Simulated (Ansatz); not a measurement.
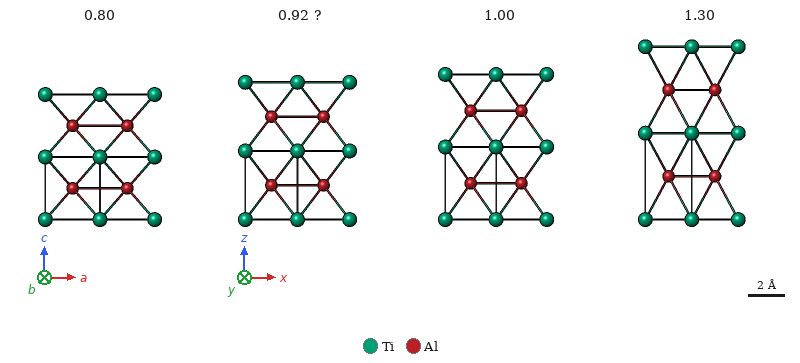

Crystalline TiAl (P4/mmm): the ratio of the cell's length along z to its lengths across, counted as 1 for the reference, is changed at fixed volume (a c/a path), with the atoms kept at their fractional coordinates. x, y and z are the Cartesian axes of the input. Style: ball-and-stick. Shown: the cell of the calculation, repeated 2 × 2 × 2 with one cell outlined, along the b axis.

These are results of Ansatz, DFT PBE, scalar-relativistic, plane waves, PAW, not measurements. Settings: plane-wave cutoff 420 eV; k-point mesh 18 × 18 × 14; occupations gaussian; smearing width 0.15 eV; no spin polarisation. Energies (free energies at the smearing named) are counted from the cell as listed in its source, which wasn't relaxed.

| axial ratio over its reference value | ΔE (meV/atom) |
| --- | --- |
| 0.80 | 95.7 |
| 0.85 | 59.1 |
| 0.92 | ? |
| 0.96 | 6.2 |
| 1.00 | 0.0 |
| 1.05 | 4.5 |
| 1.10 | 22.7 |
| 1.20 | 97.6 |
| 1.30 | 228.5 |

### Estimate the missing energy from the other rows, and compare with the calculation.

A straight line between the two neighbours gives 25.4 meV/atom. A cubic through the four nearest rows (0.80, 0.85, 0.96, 1.00) gives, with Lagrange weights, (−0.1400)(95.7) + (0.4655)(59.1) + (0.9545)(6.2) + (−0.2800)(0.0) = 20.0 meV/atom. The calculation gives 19.3 meV/atom, so the cubic is 0.7 meV/atom too high and the straight line 6.1 meV/atom too high, as the curve bends upwards here.

The whole profile:

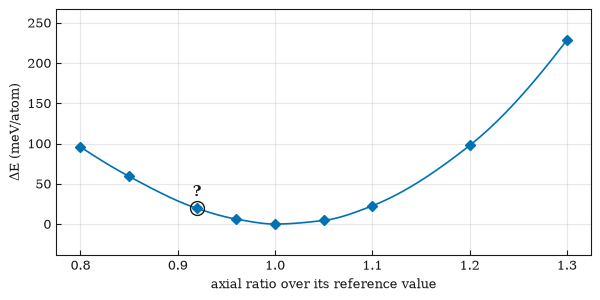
